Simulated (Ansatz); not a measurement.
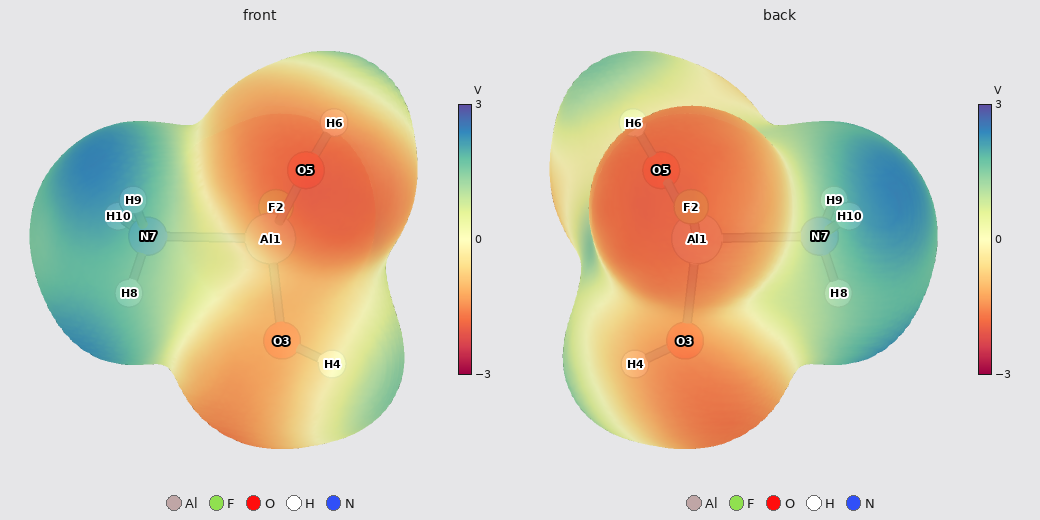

Figure. AlFH5NO2. The molecular electrostatic potential painted on the density surface at 0.001 e/bohr³, seen from the front and from behind; the colour scale runs from red (negative) to blue (positive).

Computed with Ansatz 0.2.0, RHF/6-31G*.

The calculation's input:

```
crystal:
  periodic: [false, false, false]
  atoms:
    - { symbol: Al, position_ang: [0.06102, -0.476388, -0.005046] }
    - { symbol: F, position_ang: [-0.214221, -0.319745, 1.632969] }
    - { symbol: O, position_ang: [1.644062, -0.743029, -0.512074] }
    - { symbol: H, position_ang: [1.886021, -0.871755, -1.415749] }
    - { symbol: O, position_ang: [-1.239115, -0.644865, -1.065284] }
    - { symbol: H, position_ang: [-2.14505, -0.520859, -0.831418] }
    - { symbol: "N", position_ang: [0.055507, 2.45695, 1.002126] }
    - { symbol: H, position_ang: [0.911088, 2.957932, 1.146592] }
    - { symbol: H, position_ang: [-0.699015, 3.115731, 1.023082] }
    - { symbol: H, position_ang: [-0.065798, 1.798628, 1.780401] }
basis:
  gaussian: { orbitals: "6-31G*" }
hamiltonian:
  xc: hf
relax:
  f_tol: 0.03
  max_steps: 50
output:
  orbitals: {}
```

Run with:

```sh
ansatz run input.yaml --threads 1 --pin off --max-ram 2048MiB --backend cpu --events-out ev --progress --plain --runs-dir out
```

The fields are those of the run's last geometry, not of the input's.

> Which sites attract a positive test charge, and which a negative one?

A positive charge is drawn to the negative regions and a negative charge to the positive ones. The most negative region (about −1.9 V, or −44 kcal/mol for a unit charge) lies over F2 and O5, the most positive (about +2.4 V, or +55 kcal/mol for a unit charge) over H9 and H10.
